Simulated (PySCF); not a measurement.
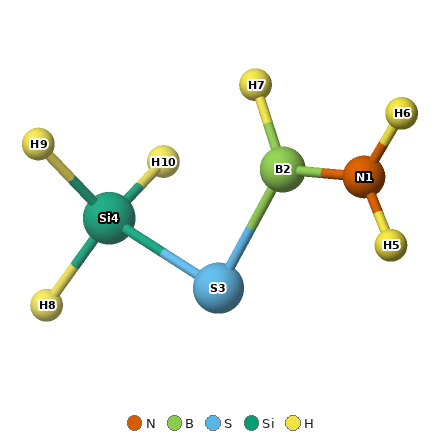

BSiNH₆S, SMILES NBS[SiH3]. Vertical core-electron binding energies by ΔSCF (SCAN, pcX-2 on the ionised atom, pcseg-1 elsewhere, none; PySCF 2.14.0, at a PBE0-D3(BJ)/def2-SVP geometry (no frequency check)), gas phase, against the vacuum level. One atom of each kind was ionised; within a panel, areas follow the number of like atoms and 2j + 1 (2p levels are split by first-order spin-orbit coupling, an approximation), Gaussians of 0.6 eV full width. Only the regions named are shown.

Q: Predict the Si 2p photoelectron lines.

A:
```tsv
level	atoms	binding energy (eV)
Si 2p1/2	Si4	107.8
Si 2p3/2	Si4	107.1
```

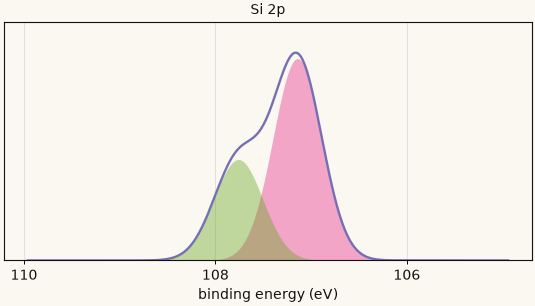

Caveats: one conformer of a flexible molecule.
